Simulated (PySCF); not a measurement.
# CH3CH2CH2CHF2: NMR shifts at several levels of theory, part 2 of 2

PySCF 2.14.0. Atoms count from 0. Earlier steps stand in the parts before.

## 6. Nuclear shieldings: CAM-B3LYP/pcSseg-1

What the job is given:

```
{"job": {"kind": "nmr", "xc": "CAM-B3LYP", "basis": "pcSseg-1", "pop": false}, "charge": 0, "multiplicity": 1}
C      1.889998     0.387523    -0.226357
C      0.457017     0.630320     0.217727
C     -0.407296    -0.619329     0.137588
C     -1.844800    -0.374491     0.509564
F     -2.404006     0.521561    -0.340877
F     -2.554998    -1.522268     0.414656
H      2.490561     1.306944    -0.164008
H      2.381621    -0.375380     0.398107
H      1.929091     0.034293    -1.269015
H     -0.001177     1.417615    -0.402673
H      0.448778     1.015390     1.252839
H     -0.018819    -1.408467     0.802179
H     -0.403816    -1.032360    -0.885320
H     -1.967074     0.018539     1.536130
```

With the program's defaults for keys left out, this is: GIAO CAM-B3LYP/pcSseg-1 NMR shielding, non-relativistic, gas phase.

The log of the run:

```text
coarse grid: 11480 points
cycle   1  E = -356.6175941383  dE =  6.676e-01  |g| = 7.379e-01  |ddm| = 3.008e+00
cycle   2  E = -356.5907246285  dE =  2.687e-02  |g| = 9.097e-01  |ddm| = 8.312e-01
cycle   3  E = -356.7118814003  dE = -1.212e-01  |g| = 4.760e-02  |ddm| = 4.510e-01
cycle   4  E = -356.7122152204  dE = -3.338e-04  |g| = 2.470e-02  |ddm| = 4.268e-02
cycle   5  E = -356.7123448414  dE = -1.296e-04  |g| = 4.010e-03  |ddm| = 2.089e-02
cycle   6  E = -356.7123487062  dE = -3.865e-06  |g| = 6.969e-04  |ddm| = 3.469e-03
final grid: 111016 points
cycle   7  E = -356.7693912178  dE = -2.850e-05  |g| = 5.122e-03  |ddm| = 1.236e-02
cycle   8  E = -356.7693903871  dE =  8.307e-07  |g| = 5.894e-03  |ddm| = 6.584e-03
cycle   9  E = -356.7693961368  dE = -5.750e-06  |g| = 3.895e-04  |ddm| = 3.224e-03
cycle  10  E = -356.7693961596  dE = -2.273e-08  |g| = 1.787e-04  |ddm| = 3.585e-04
cycle  11  E = -356.7693961661  dE = -6.592e-09  |g| = 2.095e-05  |ddm| = 1.257e-04
cycle  12  E = -356.7693961662  dE = -1.007e-10  |g| = 6.309e-06  |ddm| = 2.094e-05
converged SCF energy = -356.7693961662

GIAO shielding tensors (ppm)
atom      isotropic    diamagn.    paramagn.     s11        s22        s33       span
  0 C      166.869     244.454     -77.585    156.540    160.028    184.040     27.500
  1 C      162.901     247.503     -84.602    155.186    164.851    168.667     13.481
  2 C      141.443     249.918    -108.474    119.411    139.073    165.846     46.436
  3 C       60.073     240.241    -180.168     40.074     65.528     74.618     34.544
  4 F      315.245     474.546    -159.301    223.714    339.142    382.880    159.166
  5 F      307.465     470.724    -163.259    205.967    337.572    378.857    172.890
  6 H       30.033      27.937       2.095     25.569     27.354     37.174     11.604
  7 H       30.417      29.120       1.297     26.365     28.472     36.415     10.050
  8 H       30.361      29.385       0.975     26.192     28.606     36.284     10.092
  9 H       29.930      31.397      -1.467     24.558     30.447     34.785     10.227
 10 H       30.214      31.221      -1.007     25.457     29.597     35.587     10.130
 11 H       29.897      31.338      -1.441     25.830     29.938     33.924      8.094
 12 H       29.739      31.466      -1.727     26.256     29.992     32.967      6.712
 13 H       25.674      28.196      -2.523     23.477     24.807     28.737      5.260
```

Wall time 17 s (1 thread, shared host).

Key values: δ C3 122.4, C2 41.0, C1 19.5, C0 15.6, H13 5.65, H11 1.51 ppm (means over like atoms).

## 7. Shielding tensors: wB97X-D/pcSseg-1

Same as in step 6 but for these lines:

```diff
@@ -1,2 +1,2 @@
-{"job": {"kind": "nmr", "xc": "CAM-B3LYP", "basis": "pcSseg-1", "pop": false}, "charge": 0, "multiplicity": 1}
+{"job": {"kind": "nmr", "xc": "wB97X-D", "basis": "pcSseg-1", "pop": false}, "charge": 0, "multiplicity": 1}
 C      1.889998     0.387523    -0.226357
```

Level: GIAO wB97X-D/pcSseg-1 NMR shielding, non-relativistic, gas phase.

The log of the run:

```text
coarse grid: 11480 points
cycle   1  E = -356.6508814596  dE =  7.042e-01  |g| = 7.316e-01  |ddm| = 3.000e+00
cycle   2  E = -356.6461242426  dE =  4.757e-03  |g| = 8.276e-01  |ddm| = 7.674e-01
cycle   3  E = -356.7452889109  dE = -9.916e-02  |g| = 4.351e-02  |ddm| = 3.950e-01
cycle   4  E = -356.7456082850  dE = -3.194e-04  |g| = 2.021e-02  |ddm| = 3.865e-02
cycle   5  E = -356.7456961611  dE = -8.788e-05  |g| = 3.720e-03  |ddm| = 1.844e-02
cycle   6  E = -356.7456997496  dE = -3.589e-06  |g| = 6.804e-04  |ddm| = 3.618e-03
final grid: 111016 points
cycle   7  E = -356.7973865903  dE = -1.764e-04  |g| = 7.115e-03  |ddm| = 3.846e-02
cycle   8  E = -356.7973882898  dE = -1.700e-06  |g| = 7.108e-03  |ddm| = 8.983e-03
cycle   9  E = -356.7973947680  dE = -6.478e-06  |g| = 5.600e-04  |ddm| = 3.561e-03
cycle  10  E = -356.7973948497  dE = -8.166e-08  |g| = 2.736e-04  |ddm| = 1.045e-03
cycle  11  E = -356.7973948665  dE = -1.682e-08  |g| = 2.907e-05  |ddm| = 2.704e-04
cycle  12  E = -356.7973948669  dE = -4.261e-10  |g| = 1.235e-05  |ddm| = 9.650e-05
converged SCF energy = -356.7973948669

GIAO shielding tensors (ppm)
atom      isotropic    diamagn.    paramagn.     s11        s22        s33       span
  0 C      168.763     245.471     -76.709    158.839    162.241    185.208     26.369
  1 C      165.566     248.539     -82.973    157.943    167.336    171.418     13.474
  2 C      145.095     250.853    -105.758    123.768    142.964    168.552     44.784
  3 C       64.435     240.673    -176.238     44.113     69.861     79.330     35.217
  4 F      317.692     473.982    -156.290    226.488    342.441    384.148    157.660
  5 F      310.418     470.352    -159.934    209.451    340.877    380.925    171.474
  6 H       30.109      28.052       2.057     25.598     27.359     37.371     11.773
  7 H       30.485      29.207       1.277     26.368     28.510     36.576     10.208
  8 H       30.430      29.455       0.976     26.193     28.651     36.447     10.254
  9 H       30.015      31.528      -1.513     24.588     30.482     34.975     10.387
 10 H       30.303      31.388      -1.085     25.492     29.633     35.783     10.291
 11 H       29.980      31.454      -1.474     25.815     29.975     34.150      8.335
 12 H       29.804      31.547      -1.744     26.209     30.035     33.168      6.959
 13 H       25.777      28.224      -2.446     23.573     24.900     28.859      5.286
```

It took 18 s on 1 thread, shared host.

Key values: δ C3 120.1, C2 39.4, C1 19.0, C0 15.8, H13 5.60, H11 1.49 ppm (means over like atoms).

## 8. Shielding tensors: LC-wPBE/pcSseg-1

Same as in step 7 but for these lines:

```diff
@@ -1,2 +1,2 @@
-{"job": {"kind": "nmr", "xc": "wB97X-D", "basis": "pcSseg-1", "pop": false}, "charge": 0, "multiplicity": 1}
+{"job": {"kind": "nmr", "xc": "LC-wPBE", "basis": "pcSseg-1", "pop": false}, "charge": 0, "multiplicity": 1}
 C      1.889998     0.387523    -0.226357
```

Method: GIAO LC-wPBE/pcSseg-1 NMR shielding, non-relativistic, gas phase.

The log of the run:

```text
coarse grid: 11480 points
cycle   1  E = -356.5356145622  dE =  8.080e-01  |g| = 7.602e-01  |ddm| = 2.977e+00
cycle   2  E = -356.5468820920  dE = -1.127e-02  |g| = 8.152e-01  |ddm| = 7.465e-01
cycle   3  E = -356.6402465674  dE = -9.336e-02  |g| = 4.690e-02  |ddm| = 3.745e-01
cycle   4  E = -356.6406790208  dE = -4.325e-04  |g| = 1.913e-02  |ddm| = 4.122e-02
cycle   5  E = -356.6407604324  dE = -8.141e-05  |g| = 3.936e-03  |ddm| = 1.990e-02
cycle   6  E = -356.6407644594  dE = -4.027e-06  |g| = 7.975e-04  |ddm| = 4.011e-03
final grid: 111016 points
cycle   7  E = -356.7070441075  dE = -6.186e-05  |g| = 1.225e-02  |ddm| = 2.584e-02
cycle   8  E = -356.7070439136  dE =  1.939e-07  |g| = 1.301e-02  |ddm| = 1.264e-02
cycle   9  E = -356.7070658053  dE = -2.189e-05  |g| = 4.641e-04  |ddm| = 5.716e-03
cycle  10  E = -356.7070658796  dE = -7.431e-08  |g| = 2.506e-04  |ddm| = 5.376e-04
cycle  11  E = -356.7070658659  dE =  1.369e-08  |g| = 2.188e-05  |ddm| = 2.088e-04
cycle  12  E = -356.7070658951  dE = -2.920e-08  |g| = 7.961e-06  |ddm| = 4.722e-05
cycle  13  E = -356.7070658952  dE = -2.228e-11  |g| = 2.516e-06  |ddm| = 1.103e-05
converged SCF energy = -356.7070658952

GIAO shielding tensors (ppm)
atom      isotropic    diamagn.    paramagn.     s11        s22        s33       span
  0 C      173.872     245.258     -71.386    164.347    167.889    189.381     25.034
  1 C      171.177     248.242     -77.065    163.467    172.912    177.152     13.685
  2 C      150.107     250.741    -100.634    128.880    147.571    173.871     44.991
  3 C       67.254     240.841    -173.587     46.174     71.745     83.844     37.670
  4 F      322.997     473.825    -150.829    233.112    344.625    391.252    158.140
  5 F      315.729     470.228    -154.500    216.648    342.259    388.279    171.631
  6 H       30.096      28.043       2.053     25.406     27.252     37.629     12.224
  7 H       30.448      29.116       1.332     26.130     28.425     36.788     10.659
  8 H       30.395      29.325       1.071     25.954     28.568     36.664     10.709
  9 H       29.994      31.443      -1.449     24.384     30.362     35.236     10.852
 10 H       30.275      31.353      -1.078     25.289     29.505     36.029     10.740
 11 H       29.934      31.456      -1.522     25.561     29.870     34.370      8.809
 12 H       29.741      31.509      -1.768     25.939     29.918     33.367      7.428
 13 H       25.739      28.243      -2.504     23.474     24.799     28.944      5.470
```

Wall time 25 s (1 thread, shared host).

In short: δ C3 121.3, C2 38.5, C1 17.4, C0 14.7, H13 5.59, H11 1.49 ppm (means over like atoms).

## 9. Comparing the runs: NMR shifts

Shifts (ppm) of some atoms, chosen among heavy atoms and hydrogens apart, means over like atoms, with basis size and wall time (the measured row can stand on another reference than the computed rows):

```csv
run,C3,C2,C1,C0,H13,H11,F4,functions,time
WP04/pcSseg-1,123.9,39.5,22.1,17.3,5.58,1.56,-132.7,142,14 s
B97-2/pcSseg-1,118.9,39.3,20.0,16.3,5.65,1.50,-132.4,142,15 s
BHandHLYP/pcSseg-1,116.6,39.3,19.1,15.8,5.47,1.50,-119.1,142,14 s
CAM-B3LYP/pcSseg-1,122.4,41.0,19.5,15.6,5.65,1.51,-122.3,142,17 s
wB97X-D/pcSseg-1,120.1,39.4,19.0,15.8,5.60,1.49,-126.9,142,18 s
LC-wPBE/pcSseg-1,121.3,38.5,17.4,14.7,5.59,1.49,-113.5,142,25 s
measured,–,–,–,–,–,–,-116.8,–,–
```

Measured: G. Saielli, R. Bini, A. Bagno, Computational 19F NMR. 2. Organic compounds, RSC Adv. 2014, ESI (exp. from Berger-Braun-Kalinowski 1994 and Everett 1995).

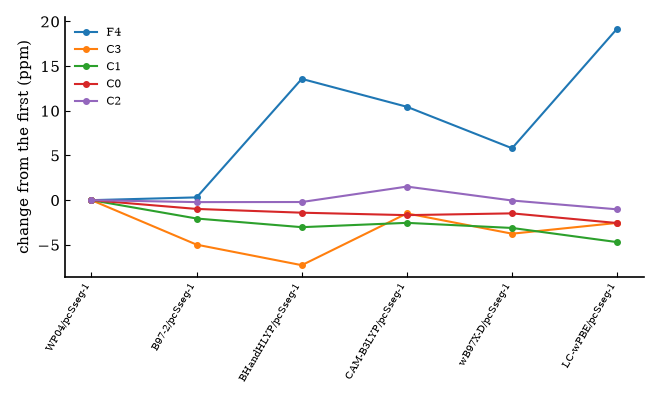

How five of the tabulated atoms move from run to run.

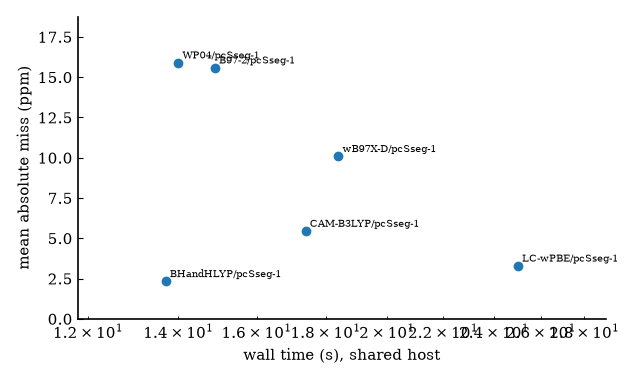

Cost against miss for the one measured ¹⁹F shift.

## 10. What came out

What follows sums up all 2 parts.

| quantity | value |
| --- | --- |
| point group | C1 |
| rotational constants (main isotopes) | 7.86, 1.75, 1.53 GHz |
| ¹³C shifts against TMS (WP04/pcSseg-1) | 123.9, 39.5, 22.1, 17.3 ppm |
| ¹H shifts against TMS (WP04/pcSseg-1, means over atoms taken as alike) | 5.58, 1.56, 1.26, 1.02 ppm |
| ¹⁹F shifts against CFCl3 (WP04/pcSseg-1, means over atoms taken as alike) | -132.7 ppm |
| measured, and computed on the same scale | F4 δ -116.8, -132.7 ppm |
| range of the shift of F4 | -132.7 to -113.5 ppm |

What this shows: Single values in the summary come from the first run of each kind that ended normally (WP04/pcSseg-1), which need not be the best level. Over 3 steps the energy fell by 0.030 eV; of the close pairs, C3–H13 changed most, 1.094 to 1.106 Å. H13 (hydrogen on an sp3 CH bonded to 2 F) lies farthest downfield among hydrogen, at 5.58 ppm; its carbon carries F, hence the downfield position. At WP04/pcSseg-1: Shielding is most anisotropic at F4, F5 (span 162 ppm, paramagnetic term -165 ppm). The one measured ¹⁹F shift is missed by -15.9 ppm (computed less measured, unscaled). Vibration, temperature and solvent are missing from the calculation, and it holds one conformer, so part of the miss against the measured shifts is not the functional's. Across the 6 runs the shift of F4 (with its like atoms) moves most, between -132.7 (WP04/pcSseg-1) and -113.5 ppm (LC-wPBE/pcSseg-1). For the one measured ¹⁹F shift, BHandHLYP/pcSseg-1 misses least (2.3 ppm, 14 s) and WP04/pcSseg-1 most (15.9 ppm, 14 s). One molecule ranks no method: errors cancel, and vibration and temperature are missing from all runs.
